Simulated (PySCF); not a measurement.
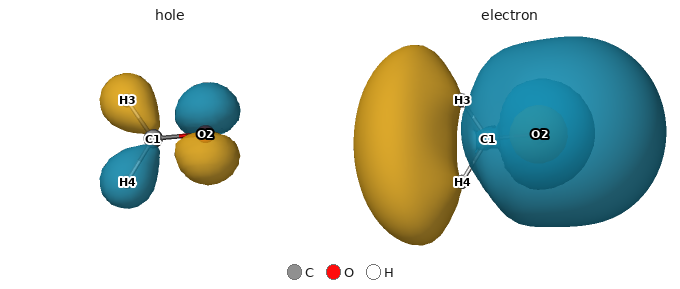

Figure. CH2O, SMILES `C=O`. Leading natural transition orbital pair of S₃ (TDA singlet states); the surfaces enclose about 70 % of each orbital's density.

Method: M06-2X/def2-SVPD; geometry: GFN2-xTB; program: PySCF. No frequency check shows the geometry to be a minimum.

Question: Characterise the state.

Answer: 9.15 eV (136 nm), f = 0.062, n → diffuse (Rydberg-like) orbital; the leading pair carries 99 %; hole on O2 (59 %), C1 (18 %) and H3 and H4 (11 % each), electron on O2 (45 %), C1 (21 %) and H3 and H4 (17 % each) (atom shares of so diffuse an orbital are rough); their centroids lie 0.1 Å apart; S₄ lies within 0.1 eV of it. In canonical orbitals it is mainly HOMO → LUMO+3 (88 %). The HOMO–LUMO gap is 9.36 eV.
